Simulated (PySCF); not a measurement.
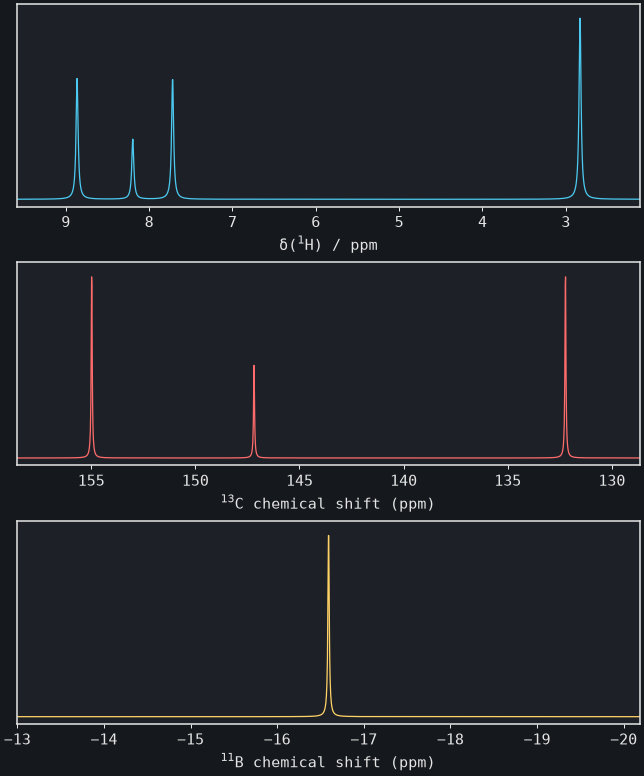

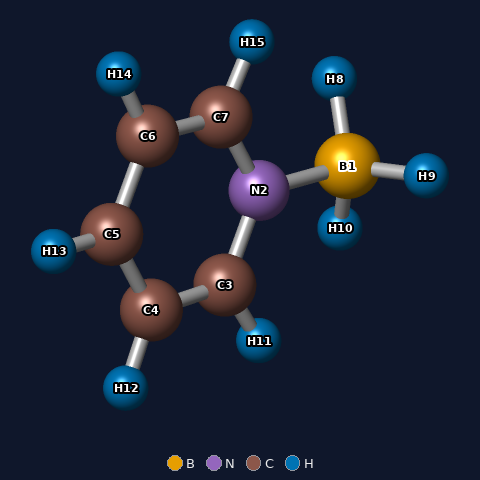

Spectrum and numbered structure of C₅H₈BN, SMILES [BH3-][n+]1ccccc1. GIAO shifts, PBE0/pcSseg-1 (IEF-PCM chloroform) in PySCF 2.14.0, at a PBE0-D3(BJ)/def2-SVP geometry (no frequency check), against TMS for ¹H, TMS for ¹³C and BF₃.OEt₂ for ¹¹B computed at the same level. fully decoupled, line heights follow the number of nuclei, widths are arbitrary (no quadrupolar broadening); values of one conformer, averaged over methyl-type rotors and exact or near symmetry.

Q: Which atoms give which ¹H line?

A:
| δ (ppm) | nuclei | atoms |
| --- | --- | --- |
| 8.86 | 2 | H11, H15 |
| 8.20 | 1 | H13 |
| 7.72 | 2 | H12, H14 |
| 2.83 | 3 | H8, H9, H10 |

Q: Which ¹³C nuclei are the least shielded, and which the most?

A: Least shielded: C3 and C7 at 155.0 ppm. Most shielded: C4 and C6 at 132.2 ppm.

Q: Where does the ¹¹B line lie?

A: At −16.6 ppm (B1).
